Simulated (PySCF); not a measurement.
# SiH2S (SMILES [SiH]S) at B2PLYP/STO-6G

What is the energy change on altering one bond length of SiH2S at B2PLYP/STO-6G? The job is set up through a Python script.

The calculation is run with PySCF 2.14.0.

10 further runs of the same task are left out: 1 that didn't finish, 9 set aside as unsound or not needed.

## Step 1: The system as given

The species is SiH2S (4 atoms), meant as a singlet with charge 0. SMILES: `[SiH]S`. The coordinates come from a PBE0-D4/def2-TZVP relaxation.

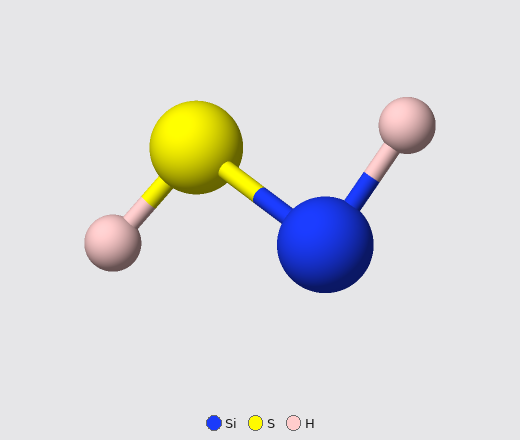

The structure, seen from a chosen angle (silicon blue, sulfur yellow, hydrogen pink).

## Step 2: The energy at B2PLYP/STO-6G

Contents of run.py:

```python
# [SiH]S
from pyscf import gto, dft, mp

mol = gto.Mole()
mol.atom = '''
Si      -0.262800      -1.074400       0.161100
S        0.190500       0.958800      -0.206600
H        1.017500      -1.190800       0.981400
H       -0.889700       1.246000      -0.956200
'''
mol.verbose = 3
mol.max_memory = 1860
mol.charge = 0
mol.basis = 'sto-6g'
mol.spin = 0
mol.build()

calc0 = dft.RKS(mol, xc='0.53*HF + 0.47*B88, 0.73*LYP')
calc0.conv_tol = 1e-10
calc0.grids.level = 5
calc0.kernel()
if not calc0.converged:
    calc0 = calc0.newton().run(calc0.mo_coeff, calc0.mo_occ)

pt = mp.MP2(calc0, frozen=10).run()
etot = calc0.e_tot + 0.27 * pt.e_corr
print('PT2 part  %.8f' % (0.27 * pt.e_corr))
print('E = %.10f Eh' % etot)
```

The run is started by

```
$ OMP_NUM_THREADS=1 python run.py
```

The log of the run:

```text
converged SCF energy = -686.037244823335
E(RMP2) = -686.122396307224  E_corr = -0.0851514838888609
E(SCS-RMP2) = -686.131144962743  E_corr = -0.0939001394080038
PT2 part  -0.02299090
E = -686.0602357240 Eh
```

Wall time 4.2 s (1 thread of Intel Xeon Platinum 8259CL at 2.50GHz (Skylake/Cascade Lake), shared host); peak memory 0.2 GiB.

## Step 3: The distorted shape at the same level

Contents of calc.py:

```python
from pyscf import gto, dft, mp

molecule = gto.M(
    atom=[
    ('Si', (-1.799170, -0.934719, -0.823266)),
    ('S', (-1.345870, 1.098481, -1.190966)),
    ('H', (1.017500, -1.190800, 0.981400)),
    ('H', (-2.426070, 1.385681, -1.940566)),
],
    max_memory=1860,
    verbose=4,
    basis='sto-6g',
    charge=0,
)

mf = dft.RKS(molecule)
mf.xc = '0.53*HF + 0.47*B88, 0.73*LYP'
mf.conv_tol = 1e-10
mf.grids.level = 5
mf.kernel()
if not mf.converged:
    mf = mf.newton().run(mf.mo_coeff, mf.mo_occ)

pt = mp.MP2(mf, frozen=10).run()
e_tot = mf.e_tot + 0.27 * pt.e_corr
print('PT2 part  %.8f' % (0.27 * pt.e_corr))
print(f'total energy: {e_tot:.8f} hartree')
```

The run is started by

```
$ OMP_NUM_THREADS=1 python calc.py
```

The log of the run:

```text
PySCF version 2.14.0

[INPUT] num. atoms = 4
[INPUT] num. electrons = 32
[INPUT] charge = 0
[INPUT] spin (= nelec alpha-beta = 2S) = 0
[INPUT] symmetry False subgroup None
[INPUT] Mole.unit = angstrom
[INPUT] Symbol           X                Y                Z      unit          X                Y                Z       unit  Magmom
[INPUT]  1 Si    -1.799170000000  -0.934719000000  -0.823266000000 AA   -3.399938551534  -1.766362913427  -1.555747267666 Bohr   0.0
[INPUT]  2 S     -1.345870000000   1.098481000000  -1.190966000000 AA   -2.543325699268   2.075828243038  -2.250599563669 Bohr   0.0
[INPUT]  3 H      1.017500000000  -1.190800000000   0.981400000000 AA    1.922796331745  -2.250285869132   1.854577218648 Bohr   0.0
[INPUT]  4 H     -2.426070000000   1.385681000000  -1.940566000000 AA   -4.584607859024   2.618557586013  -3.667138266643 Bohr   0.0

nuclear repulsion = 69.5803832300005
number of shells = 12
number of NR pGTOs = 120
number of NR cGTOs = 20
basis = sto-6g
ecp = {}

******** <class 'pyscf.dft.rks.RKS'> ********
method = RKS
initial guess = minao
damping factor = 0
level_shift factor = 0
DIIS = <class 'pyscf.scf.diis.CDIIS'>
diis_start_cycle = 1
diis_space = 8
diis_damp = 0
SCF conv_tol = 1e-10
SCF conv_tol_grad = None
SCF max_cycles = 50
direct_scf = True
direct_scf_tol = 1e-13
XC library pyscf.dft.libxc version 7.0.0
    S. Lehtola, C. Steigemann, M. J.T. Oliveira, and M. A.L. Marques.,  SoftwareX 7, 1–5 (2018)
XC functionals = 0.53*HF + 0.47*B88, 0.73*LYP
    A. D. Becke.,  Phys. Rev. A 38, 3098 (1988)
    C. Lee, W. Yang, and R. G. Parr.,  Phys. Rev. B 37, 785 (1988)
    B. Miehlich, A. Savin, H. Stoll, and H. Preuss.,  Chem. Phys. Lett. 157, 200 (1989)
radial grids:
    Treutler-Ahlrichs [JCP 102, 346 (1995); DOI:10.1063/1.469408] (M4) radial grids

becke partition: Becke, JCP 88, 2547 (1988); DOI:10.1063/1.454033
pruning grids: <function nwchem_prune>
grids dens level: 5
symmetrized grids: False
atomic radii adjust function: <function treutler_atomic_radii_adjust>
small_rho_cutoff = 0
Set gradient conv threshold to 1e-05
Initial guess from minao.
tot grids = 133680
init E= -685.443342123941
  HOMO = -0.174905612834461  LUMO = -0.00539081957402915  gap/eV = 4.61273
cycle= 1 E= -685.556232053915  delta_E= -0.113  |g|= 0.38  |ddm|=  2.4
  HOMO = -0.115379843476835  LUMO = -0.0697425021358682  gap/eV = 1.24186
cycle= 2 E= -684.933269651016  delta_E= 0.623  |g|= 0.936  |ddm|= 3.53
  HOMO = 0.00255002503928309  LUMO = 0.0647469578164289  gap/eV = 1.69246
cycle= 3 E= -685.433003200393  delta_E= -0.5  |g|= 0.454  |ddm|= 1.44
  HOMO = -0.0114200461017454  LUMO = 0.0533907002543328  gap/eV = 1.76359
cycle= 4 E= -685.780658632506  delta_E= -0.348  |g|= 0.0534  |ddm|= 1.67
  HOMO = -0.0518939213796579  LUMO = 0.0652497647368785  gap/eV = 3.18764
cycle= 5 E= -685.771794595474  delta_E= 0.00886  |g|= 0.124  |ddm|= 0.19
  HOMO = -0.0525259840807705  LUMO = 0.0712244602653777  gap/eV = 3.36742
cycle= 6 E= -685.747260247325  delta_E= 0.0245  |g|= 0.223  |ddm|= 0.235
  HOMO = -0.0618918146878128  LUMO = 0.065113131535044  gap/eV = 3.45598
cycle= 7 E= -685.782711814955  delta_E= -0.0355  |g|= 0.00415  |ddm|= 0.518
  HOMO = -0.0601620555537521  LUMO = 0.063771798894528  gap/eV = 3.37241
cycle= 8 E= -685.782726445505  delta_E= -1.46e-05  |g|= 0.00167  |ddm|= 0.0172
  HOMO = -0.0602118760581886  LUMO = 0.0637635906651372  gap/eV = 3.37354
cycle= 9 E= -685.782726606988  delta_E= -1.61e-07  |g|= 0.00162  |ddm|= 0.00206
  HOMO = -0.0600493242555408  LUMO = 0.0637781544434561  gap/eV = 3.36952
cycle= 10 E= -685.782728419712  delta_E= -1.81e-06  |g|= 0.00042  |ddm|= 0.00505
  HOMO = -0.0600883548630802  LUMO = 0.0637705075040023  gap/eV = 3.37037
cycle= 11 E= -685.782728546996  delta_E= -1.27e-07  |g|= 7.09e-05  |ddm|= 0.00121
  HOMO = -0.0600821767195131  LUMO = 0.0637711489479972  gap/eV = 3.37022
cycle= 12 E= -685.782728550801  delta_E= -3.8e-09  |g|= 3.12e-06  |ddm|= 0.000179
  HOMO = -0.0600829961075896  LUMO = 0.0637713386061718  gap/eV = 3.37025
cycle= 13 E= -685.78272855087  delta_E= -6.93e-11  |g|= 1.07e-06  |ddm|= 6.79e-05
  HOMO = -0.0600826859214881  LUMO = 0.063771326723578  gap/eV = 3.37024
Extra cycle  E= -685.782728550871  delta_E= -2.27e-13  |g|= 2.14e-06  |ddm|= 1e-05
converged SCF energy = -685.782728550871

******** <class 'pyscf.mp.mp2.RMP2'> ********
nocc = 6, nmo = 10
frozen orbitals 10
E(RMP2) = -686.048469147753  E_corr = -0.265740596882348
E(SCS-RMP2) = -686.088430282448  E_corr = -0.305701731577375
E_corr(same-spin) = -0.0152157515555109
E_corr(oppo-spin) = -0.250524845326837
PT2 part  -0.07174996
total energy: -685.85447851 hartree
```

It took 6.9 s on 1 thread of Intel Xeon Platinum 8259CL at 2.50GHz (Skylake/Cascade Lake), shared host; peak memory 0.2 GiB.

## Step 4: What came out

At B2PLYP/STO-6G, 10 core orbitals frozen:

| quantity | value |
| --- | --- |
| first shape: total energy | -686.06024 Eh |
| first shape: dipole moment (SCF part) | 0.99 D |
| first shape: HOMO energy (SCF part's orbitals) | -4.42 eV |
| first shape: LUMO energy (SCF part's orbitals) | 3.34 eV |
| first shape: HOMO–LUMO gap (SCF part's orbitals) | 7.76 eV |
| distorted shape: total energy | -685.85448 Eh |
| distorted shape: dipole moment (SCF part) | 4.75 D |
| distorted shape: HOMO energy (SCF part's orbitals) | -1.63 eV |
| distorted shape: LUMO energy (SCF part's orbitals) | 1.74 eV |
| distorted shape: HOMO–LUMO gap (SCF part's orbitals) | 3.37 eV |
| energy change with the Si1–H3 bond stretched from 1.525 to 3.355 Å | 5.599 eV |

In words: One bond (distorted shape) is far stretched, which a spin-restricted single reference describes badly; perturbation theory on it can break down and give far too much correlation. With the Si1–H3 bond stretched from 1.525 to 3.355 Å the energy rises by 5.60 eV (540 kJ/mol). The first shape isn't relaxed at this level, so the change isn't measured from a minimum. A restricted reference can't describe the breaking bond well at this length. The minimal basis adds a large error of its own. Mulliken charges (first shape) run from -0.21 on H3 to +0.34 on Si1. Mulliken charges (distorted shape) run from -0.27 on H3 to +0.36 on Si1; they depend strongly on the basis.
